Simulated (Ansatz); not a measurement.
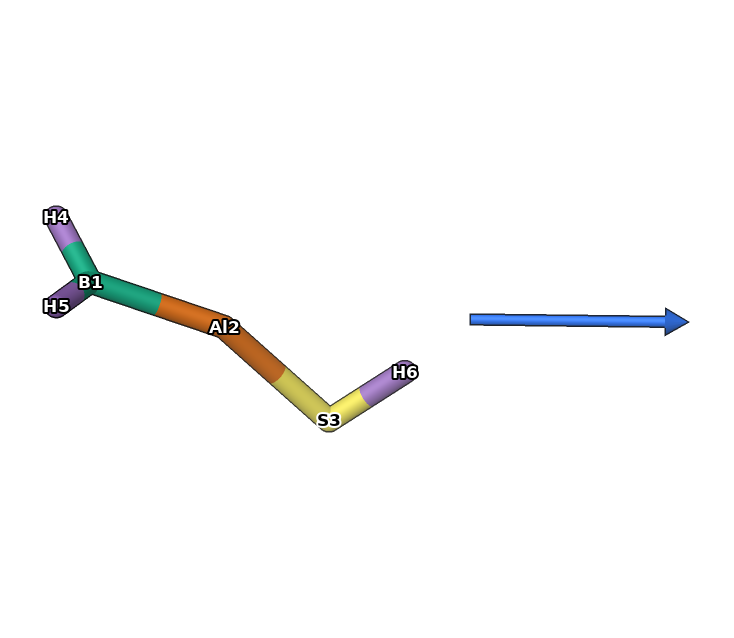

The arrow beside the molecule shows the direction of the dipole moment, from the negative to the positive end (its length means nothing). Charge 0, doublet. Computed geometry: PBE0-D4/def2-TZVP optimisation. No frequency run is at hand to confirm it as a minimum. Properties computed with UKS PBE0-D4/def2-TZVP (Ansatz 0.2.0).

Question: How large is the dipole moment?

Answer: 2.03 D; it points from the side of H4, H5 to the side of H6 (the outermost atoms at the two ends).
